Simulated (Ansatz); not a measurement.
# BFHN + HBr: a complex and its separated parts, part 2 of 2

Ansatz 0.2.0, Gaussian basis.

### 14 wB97X-V/def2-TZVPP

The inputs:

parta/in.yaml

```yaml
crystal:
  periodic: [false, false, false]
  atoms:
    - {symbol: B, position_ang: [0.463995, 1.025782, 0.665985]}
    - {symbol: N, position_ang: [-0.448439, 0.217713, 0.855431]}
    - {symbol: F, position_ang: [1.421065, 1.872537, 0.466206]}
    - {symbol: H, position_ang: [-1.181377, -0.428352, 1.011415]}
basis:
  gaussian: {orbitals: def2-TZVPP}
hamiltonian: {xc: {name: wB97X-V}}
```

partb/in.yaml

```yaml
crystal:
  periodic: [false, false, false]
  atoms:
    - {symbol: Br, position_ang: [-0.066339, -1.748335, -2.080130]}
    - {symbol: H, position_ang: [-0.188906, -0.939345, -0.919006]}
basis:
  gaussian: {orbitals: def2-TZVPP}
hamiltonian: {xc: {name: wB97X-V}}
```

Each run has its own folder and the same command.

Launch:

```
ansatz run in.yaml --threads 4 --pin off --events-out ev --progress --plain --max-ram 9574MiB
```

Log of parta, cut to the lines that bear on the results:

```text
Functional definition: wB97X-V
  name "wB97X-V"
  cite "Mardirossian & Head-Gordon, Phys. Chem. Chem. Phys. 16, 9904 (2014) doi:10.1039/C3CP54374A"
  cite "Becke, J. Chem. Phys. 107, 8554 (1997) doi:10.1063/1.475007"
  cite "Vydrov & Van Voorhis, J. Chem. Phys. 133, 244103 (2010) doi:10.1063/1.3521275"
[...]
      + integral(e_c_pw_opposite_spin*poly(b97_u_opposite, cos0, cos1)) + vv10(b, c)
539 factors; their error is unknown
124 factors; integrals over basis functions are off by at most 5.3e-5 eV
[...]
mean field -4901.07013743 eV, -180.1110054858 hartree, gradient 3.1e-5 eV, S^2 0.000000; 0 other end points of the search recorded, 0 dependent functions left out
reference -4901.07013583 eV, -180.1110054269 hartree; 11, 11 occupied and 96, 96 virtual orbitals, 539 factors
Total energy: -4901.07013583 eV, -180.1110054269 hartree
```

partb printed, cut to the lines that bear on the results:

```text
[... 5 set-up lines as earlier in the session ...]
[...]
      + integral(e_c_pw_opposite_spin*poly(b97_u_opposite, cos0, cos1)) + vv10(b, c)
472 factors; their error is unknown
73 factors; integrals over basis functions are off by at most 1.1e-4 eV
[...]
mean field -70056.29633086 eV, -2574.5214042960 hartree, gradient 1.2e-5 eV, S^2 0.000000; 0 other end points of the search recorded, 0 dependent functions left out
reference -70056.29632980 eV, -2574.5214042569 hartree; 18, 18 occupied and 44, 44 virtual orbitals, 472 factors
Total energy: -70056.29632980 eV, -2574.5214042569 hartree
```

Times: 1.2 s (parta), 0.6 s (partb) on 4 threads of Arm Neoverse V1, shared host.

### 15 wB97M-V/def2-TZVPP

Each input of step 14 (parta, partb) changes in the same lines:

```diff
-hamiltonian: {xc: {name: wB97X-V}}
+hamiltonian: {xc: {name: wB97M-V}}
```

One command serves all of them, each in its own folder.

Launch:

```
ansatz run in.yaml --threads 4 --pin off --events-out ev --progress --plain --max-ram 9574MiB
```

Output in parta, cut to the lines that bear on the results:

```text
Functional definition: wB97M-V
  name "wB97M-V"
  cite "Mardirossian & Head-Gordon, J. Chem. Phys. 144, 214110 (2016) doi:10.1063/1.4952647"
[... 2 set-up lines as earlier in the session ...]
  # Of w^i u^j: cxij and so on, Table III.
[...]
  gx(w, u) = 1 - cx + cx01*u + cx10*w
[...]
      + integral(e_c_pw_mod_opposite_spin*gos(b97_w_opposite, b97_u_opposite)) + vv10(b, c)
539 factors; their error is unknown
124 factors; integrals over basis functions are off by at most 5.3e-5 eV
[...]
mean field -4901.41866912 eV, -180.1238137892 hartree, gradient 3.4e-5 eV, S^2 0.000000; 0 other end points of the search recorded, 0 dependent functions left out
reference -4901.41870872 eV, -180.1238152444 hartree; 11, 11 occupied and 96, 96 virtual orbitals, 539 factors
Total energy: -4901.41870872 eV, -180.1238152444 hartree
```

Output in partb, cut to the lines that bear on the results:

```text
[... 5 set-up lines as earlier in the session ...]
  # Of w^i u^j: cxij and so on, Table III.
[...]
  gx(w, u) = 1 - cx + cx01*u + cx10*w
[...]
      + integral(e_c_pw_mod_opposite_spin*gos(b97_w_opposite, b97_u_opposite)) + vv10(b, c)
467 factors; their error is unknown
73 factors; integrals over basis functions are off by at most 1.1e-4 eV
[...]
mean field -70058.67557949 eV, -2574.6088400703 hartree, gradient 8.6e-6 eV, S^2 0.000000; 0 other end points of the search recorded, 0 dependent functions left out
reference -70058.67560529 eV, -2574.6088410186 hartree; 18, 18 occupied and 44, 44 virtual orbitals, 467 factors
Total energy: -70058.67560529 eV, -2574.6088410186 hartree
```

They took 1.4 s (parta), 0.65 s (partb) on 4 threads of Arm Neoverse V1, shared host.

### 16 B2PLYP/def2-TZVPP

The same edit goes into each in.yaml of step 15 (parta, partb):

```diff
-hamiltonian: {xc: {name: wB97M-V}}
+hamiltonian: {xc: {name: B2PLYP}}
```

Each run has its own folder and the same command.

Launch:

```
ansatz run in.yaml --threads 4 --pin off --events-out ev --progress --plain --max-ram 9574MiB
```

parta printed, cut to the lines that bear on the results:

```text
Functional definition: B2PLYP
  name "B2PLYP"
  cite "Grimme, J. Chem. Phys. 124, 034108 (2006) doi:10.1063/1.2148954"
[... 2 set-up lines as earlier in the session ...]
[...]
685 factors; integrals over basis functions are off by at most 1.2e-3 eV
[...]
mean field -4894.89055824 eV, -179.8839101392 hartree, gradient 1.5e-6 eV, S^2 0.000000; 0 other end points of the search recorded, 0 dependent functions left out
3 core orbitals not correlated: weight in the atoms' cores, before any rotation towards them, 1.000 or more for the frozen orbitals, at most 0.000 for the correlated occupied ones
reference -4894.89067523 eV, -179.8839144385 hartree; 8, 8 occupied and 96, 96 virtual orbitals, 685 factors
second order -17.67314121 eV of doubles, -0.00000000 eV of singles
Total energy: -4899.66242335 eV, -180.0592729478 hartree
```

partb printed, cut to the lines that bear on the results:

```text
[... 5 set-up lines as earlier in the session ...]
[...]
399 factors; integrals over basis functions are off by at most 1.5e-3 eV
[...]
mean field -70049.78225245 eV, -2574.2820163299 hartree, gradient 1.6e-6 eV, S^2 0.000000; 0 other end points of the search recorded, 0 dependent functions left out
9 core orbitals not correlated: weight in the atoms' cores, before any rotation towards them, 1.000 or more for the frozen orbitals, at most 0.000 for the correlated occupied ones
reference -70049.78235319 eV, -2574.2820200319 hartree; 9, 9 occupied and 44, 44 virtual orbitals, 399 factors
second order -9.24617410 eV of doubles, -0.00000000 eV of singles
Total energy: -70052.27882020 eV, -2574.3737635023 hartree
```

They took 0.65 s (parta), 0.4 s (partb) on 4 threads of Arm Neoverse V1, shared host.

### 17 PBE-QIDH/def2-TZVPP

The same edit goes into each in.yaml of step 16 (parta, partb):

```diff
-hamiltonian: {xc: {name: B2PLYP}}
+hamiltonian: {xc: {name: PBE-QIDH}}
```

The same command starts each run, in its folder.

Launch:

```
ansatz run in.yaml --threads 4 --pin off --events-out ev --progress --plain --max-ram 9574MiB
```

Output in parta, cut to the lines that bear on the results:

```text
Functional definition: PBE-QIDH
  name "PBE-QIDH"
  cite "Brémond, Sancho-García, Pérez-Jiménez & Adamo, J. Chem. Phys. 141, 031101 (2014) doi:10.1063/1.4890314"
[... 1 set-up line as earlier in the session ...]
[...]
685 factors; integrals over basis functions are off by at most 1.2e-3 eV
[...]
mean field -4891.27616756 eV, -179.7510837319 hartree, gradient 9.1e-7 eV, S^2 0.000000; 0 other end points of the search recorded, 0 dependent functions left out
3 core orbitals not correlated: weight in the atoms' cores, before any rotation towards them, 1.000 or more for the frozen orbitals, at most 0.000 for the correlated occupied ones
reference -4891.27617712 eV, -179.7510840830 hartree; 8, 8 occupied and 96, 96 virtual orbitals, 685 factors
second order -16.41492391 eV of doubles, -0.00000000 eV of singles
Total energy: -4896.74781842 eV, -179.9521631921 hartree
```

Log of partb, cut to the lines that bear on the results:

```text
[... 4 set-up lines as earlier in the session ...]
[...]
399 factors; integrals over basis functions are off by at most 1.5e-3 eV
[...]
mean field -70043.31098815 eV, -2574.0442017530 hartree, gradient 9.1e-7 eV, S^2 0.000000; 0 other end points of the search recorded, 0 dependent functions left out
9 core orbitals not correlated: weight in the atoms' cores, before any rotation towards them, 1.000 or more for the frozen orbitals, at most 0.000 for the correlated occupied ones
reference -70043.31099527 eV, -2574.0442020147 hartree; 9, 9 occupied and 44, 44 virtual orbitals, 399 factors
second order -8.68130859 eV of doubles, -0.00000000 eV of singles
Total energy: -70046.20476480 eV, -2574.1505460835 hartree
```

Wall times: 0.7 s (parta), 0.4 s (partb) on 4 threads of Arm Neoverse V1, shared host.

### 18 RPA on PBE/def2-TZVPP

The same edit goes into each in.yaml of step 17 (parta, partb):

```diff
-hamiltonian: {xc: {name: PBE-QIDH}}
+hamiltonian: {xc: pbe}
+correlation: {method: rpa}
```

The same command starts each run, in its folder.

Launch:

```
ansatz run in.yaml --threads 4 --pin off --events-out ev --progress --plain --max-ram 9574MiB
```

parta printed, cut to the lines that bear on the results:

```text
[... 4 set-up lines as earlier in the session ...]
[...]
685 factors; integrals over basis functions are off by at most 1.2e-3 eV
[...]
mean field -4897.34374947 eV, -179.9740632543 hartree, gradient 1.8e-6 eV, S^2 0.000000; 0 other end points of the search recorded, 0 dependent functions left out
3 core orbitals not correlated: weight in the atoms' cores, before any rotation towards them, 1.000 or more for the frozen orbitals, at most 0.000 for the correlated occupied ones
reference -4877.78540317 eV, -179.2553072849 hartree; 8, 8 occupied and 96, 96 virtual orbitals, 685 factors
Total energy: -4900.16521684 eV, -180.0777502674 hartree
```

partb printed, cut to the lines that bear on the results:

```text
[... 4 set-up lines as earlier in the session ...]
[...]
399 factors; integrals over basis functions are off by at most 1.5e-3 eV
[...]
mean field -70052.13664867 eV, -2574.3685387948 hartree, gradient 3.9e-6 eV, S^2 0.000000; 0 other end points of the search recorded, 0 dependent functions left out
9 core orbitals not correlated: weight in the atoms' cores, before any rotation towards them, 1.000 or more for the frozen orbitals, at most 0.000 for the correlated occupied ones
reference -70014.55943066 eV, -2572.9876015037 hartree; 9, 9 occupied and 44, 44 virtual orbitals, 399 factors
Total energy: -70026.49301967 eV, -2573.4261528111 hartree
```

Wall times: 0.7 s (parta), 0.35 s (partb) on 4 threads of Arm Neoverse V1, shared host.

### 19 CCSD(T)/def2-TZVPP

Each input of step 18 (parta, partb) changes in the same lines:

```diff
-hamiltonian: {xc: pbe}
-correlation: {method: rpa}
+correlation: {method: ccsd_t}
```

Each run has its own folder and the same command.

Launch:

```
ansatz run in.yaml --threads 4 --pin off --events-out ev --progress --plain --max-ram 9574MiB
```

Log of parta, cut to the lines that bear on the results:

```text
Functional definition: HF
  name "HF"
  cite "Fock, Z. Phys. 61, 126 (1930) doi:10.1007/BF01340294"
[... 1 set-up line as earlier in the session ...]
[...]
685 factors; integrals over basis functions are off by at most 1.2e-3 eV
[...]
mean field -4878.59860933 eV, -179.2851920600 hartree, gradient 2.4e-6 eV, S^2 0.000000; 0 other end points of the search recorded, 0 dependent functions left out
3 core orbitals not correlated: weight in the atoms' cores, before any rotation towards them, 1.000 or more for the frozen orbitals, at most 0.000 for the correlated occupied ones
reference -4878.59860933 eV, -179.2851920600 hartree; 8, 8 occupied and 96, 96 virtual orbitals, 685 factors
second order -14.68529916 eV of doubles, -0.00000000 eV of singles
cycle   1  -14.44671061 eV  change    2.4e-1 eV  update   8.1e-2
[...]
cycle   8  -14.82642573 eV  change    1.2e-5 eV  update   1.9e-5
perturbative correction -0.55529701 eV, -0.0204067886 hartree
Total energy: -4893.98033207 eV, -179.8504599444 hartree
```

Log of partb, cut to the lines that bear on the results:

```text
[... 4 set-up lines as earlier in the session ...]
[...]
399 factors; integrals over basis functions are off by at most 1.5e-3 eV
[...]
mean field -70014.93835191 eV, -2573.0015266030 hartree, gradient 1.4e-6 eV, S^2 0.000000; 0 other end points of the search recorded, 0 dependent functions left out
9 core orbitals not correlated: weight in the atoms' cores, before any rotation towards them, 1.000 or more for the frozen orbitals, at most 0.000 for the correlated occupied ones
reference -70014.93835191 eV, -2573.0015266030 hartree; 9, 9 occupied and 44, 44 virtual orbitals, 399 factors
second order -7.83906552 eV of doubles, -0.00000000 eV of singles
cycle   1  -7.92764486 eV  change   -8.9e-2 eV  update   4.5e-2
[...]
cycle   7  -8.11358270 eV  change   -5.0e-6 eV  update   1.2e-5
perturbative correction -0.24159773 eV, -0.0088785530 hartree
Total energy: -70023.29353234 eV, -2573.3085738204 hartree
```

They took 1 s (parta), 0.35 s (partb) on 4 threads of Arm Neoverse V1, shared host.

### 20 Vibrations of BFHN

vib-parta/in.yaml reads:

```yaml
crystal:
  periodic: [false, false, false]
  atoms:
    - {symbol: B, position_ang: [0.463995, 1.025782, 0.665985]}
    - {symbol: N, position_ang: [-0.448439, 0.217713, 0.855431]}
    - {symbol: F, position_ang: [1.421065, 1.872537, 0.466206]}
    - {symbol: H, position_ang: [-1.181377, -0.428352, 1.011415]}
basis:
  gaussian: {orbitals: def2-TZVP}
hamiltonian: {xc: pbe0, dispersion: d4}
phonons: {temperatures: {t_min: 298.15, t_max: 900, t_step: 200}}
```

Launch:

```
ansatz run in.yaml --threads 4 --pin off --events-out ev --progress --plain --max-ram 9574MiB
```

Log, cut to the lines that bear on the results:

```text
[... 5 set-up lines as earlier in the session ...]
[...]
524 factors; their error is unknown
[...]
mean field -4897.39551722 eV, -179.9759656839 hartree, gradient 1.5e-5 eV, S^2 0.000000; 0 other end points of the search recorded, 0 dependent functions left out
[...]
Atom 1 at    -0.448439     0.217713     0.855431 Å, force     0.002492     0.003450     0.001039 eV/Å
Atom 2 at     1.421065     1.872537     0.466206 Å, force    -0.000015    -0.000143    -0.000160 eV/Å
Atom 3 at    -1.181377    -0.428352     1.011415 Å, force    -0.001090    -0.001729    -0.000729 eV/Å
Dipole moment:    -0.078174    -0.068119     0.017625 e Å
Vibrations: 284.83 284.84 482.17 482.17 1023.78 2151.58 3919.31 cm⁻¹, zero-point energy 0.534910 eV
```

It took 5.5 s on 4 threads of Arm Neoverse V1, shared host.

Vibrational sums (real modes only):

```csv
T (K),entropy (J/mol/K),heat capacity (J/mol/K)
298,18.8,26.5
498,34.7,34.8
698,47.2,39.5
898,57.6,42.8
```

### 21 Vibrations of HBr

vib-partb/in.yaml reads:

```yaml
crystal:
  periodic: [false, false, false]
  atoms:
    - {symbol: Br, position_ang: [-0.066339, -1.748335, -2.080130]}
    - {symbol: H, position_ang: [-0.188906, -0.939345, -0.919006]}
basis:
  gaussian: {orbitals: def2-TZVP}
hamiltonian: {xc: pbe0, dispersion: d4}
phonons: {temperatures: {t_min: 298.15, t_max: 900, t_step: 200}}
```

Launch:

```
ansatz run in.yaml --threads 4 --pin off --events-out ev --progress --plain --max-ram 9574MiB
```

Log, cut to the lines that bear on the results:

```text
[... 5 set-up lines as earlier in the session ...]
[...]
457 factors; their error is unknown
[...]
mean field -70054.57278208 eV, -2574.4580650465 hartree, gradient 2.1e-5 eV, S^2 0.000000; 0 other end points of the search recorded, 0 dependent functions left out
[...]
reference -70054.57271244 eV, -2574.4580624874 hartree; 18, 18 occupied and 36, 36 virtual orbitals, 457 factors
Total energy: -70054.57831865 eV, -2574.4582685116 hartree
Atom 0 at    -0.066339    -1.748335    -2.080130 Å, force     0.000206    -0.001360    -0.001952 eV/Å
Atom 1 at    -0.188906    -0.939345    -0.919006 Å, force    -0.000206     0.001360     0.001952 eV/Å
Dipole moment:    -0.017113     0.112954     0.162120 e Å
Vibrations: 2668.08 cm⁻¹, zero-point energy 0.165400 eV
```

It took 2.1 s on 4 threads of Arm Neoverse V1, shared host.

Wavenumbers and character of the modes:

```
mode  wavenumber (cm⁻¹)     character
   1               2668  Br–H stretch
```

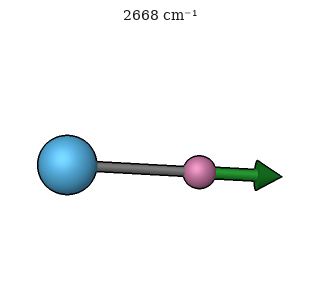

How the atoms move in 1 of the modes.

Vibrational sums (real modes only):

| T (K) | entropy (J/mol/K) | heat capacity (J/mol/K) |
| --- | --- | --- |
| 298 | 0.0 | 0.0 |
| 498 | 0.0 | 0.2 |
| 698 | 0.2 | 1.0 |
| 898 | 0.6 | 2.2 |

### 22 Complex less separated parts

The complex's own energies come from single points at the same levels.

Rows are in def2-TZVPP; times add the 3 runs of a level on a shared host, so small differences are noise.

Differences are taken before rounding.

```
      method                    rung  complex less parts (kJ/mol)  from CCSD(T) (kJ/mol)   time
       SPW92                     LDA                        -32.4                  -20.3    1 s
      PBE-D4                     GGA                        -22.7                  -10.6  1.5 s
     BLYP-D4                     GGA                        -19.6                   -7.4  1.8 s
   r2SCAN-D4                meta-GGA                        -19.9                   -7.8  3.5 s
      B97M-V                meta-GGA                        -16.8                   -4.7  5.7 s
     PBE0-D4                  hybrid                        -19.2                   -7.0    2 s
    B3LYP-D4                  hybrid                        -17.4                   -5.2  2.1 s
  r2SCAN0-D4                  hybrid                        -17.6                   -5.5  3.8 s
    BHLYP-D4                  hybrid                        -14.5                   -2.3  2.1 s
CAM-B3LYP-D4  range-separated hybrid                        -15.3                   -3.1  2.4 s
     wB97X-V  range-separated hybrid                        -13.3                   -1.2  5.5 s
     wB97M-V  range-separated hybrid                        -13.4                   -1.2  6.2 s
      B2PLYP           double hybrid                        -12.1                    0.0  3.5 s
    PBE-QIDH           double hybrid                        -14.6                   -2.4  3.7 s
  RPA on PBE                     RPA                         -8.2                   +3.9  3.4 s
Hartree-Fock            wavefunction                          2.5                  +14.6       
         MP2            wavefunction                        -15.6                   -3.5       
        CCSD            wavefunction                         -9.0                   +3.2       
     CCSD(T)            wavefunction                        -12.2                      0   36 s
```

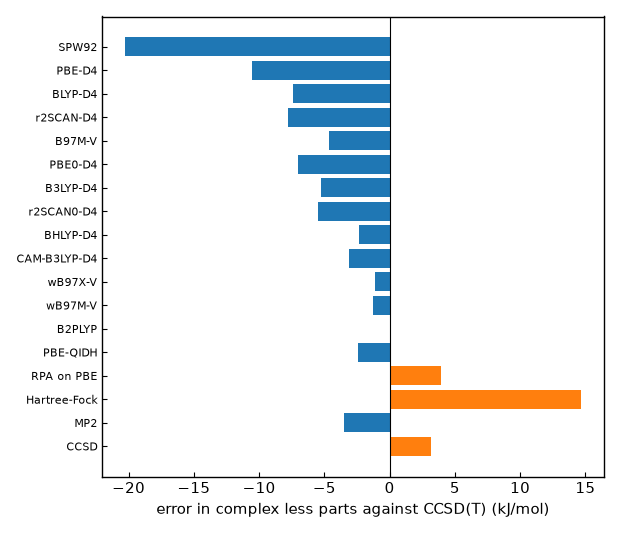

How far each level lands from CCSD(T).

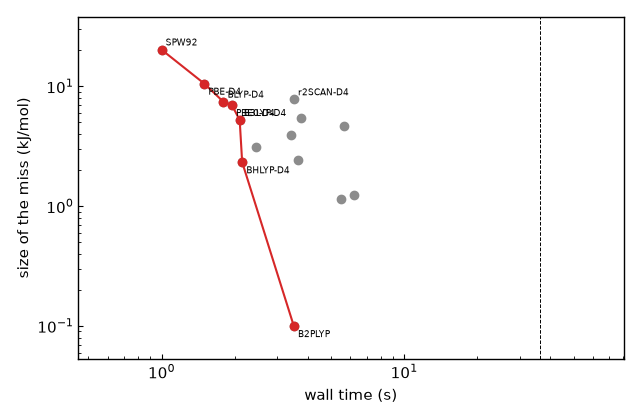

Miss against cost. Red marks the levels that no quicker level drawn beats (of those quicker than the yardstick), and the dashed line is the time of CCSD(T). Only those levels and the largest misses are named. Misses under 0.1 kJ/mol are drawn at that value. Times are from a shared host.

B2PLYP reaches 0.0 kJ/mol from the reference in 3.5 s, where CCSD(T) took 36 s; the quickest level in the cost chart, SPW92, takes 1 s and misses by 20.3 kJ/mol.

The complex's zero-point energy, from a separate PBE0-D4 run, is 0.750 eV.

### 23 Summary of results

The summary covers parts 1 to 2.

```
                              quantity         value
complex less parts, CCSD(T)/def2-TZVPP  -12.2 kJ/mol
                with zero-point energy   -7.3 kJ/mol
                 largest T1 diagnostic         0.013
```

In words: At CCSD(T) the complex lies 12.2 kJ/mol below its parts. The functionals run from B2PLYP, off by 0.0 kJ/mol, to SPW92, off by -20.3 kJ/mol, against CCSD(T). By rung, the mean size of the error is: LDA 20.3, GGA 9.0, meta-GGA 6.2, hybrid 5.0, range-separated hybrid 1.8, double hybrid 1.2 kJ/mol. PBE-D4 gives a relative energy 10.6 kJ/mol too low, an error of 87 % of the reference. No counterpoise was applied, and triple zeta lacks some correlation, so the CCSD(T) reference has a basis error of its own, and close matches with it are partly luck.
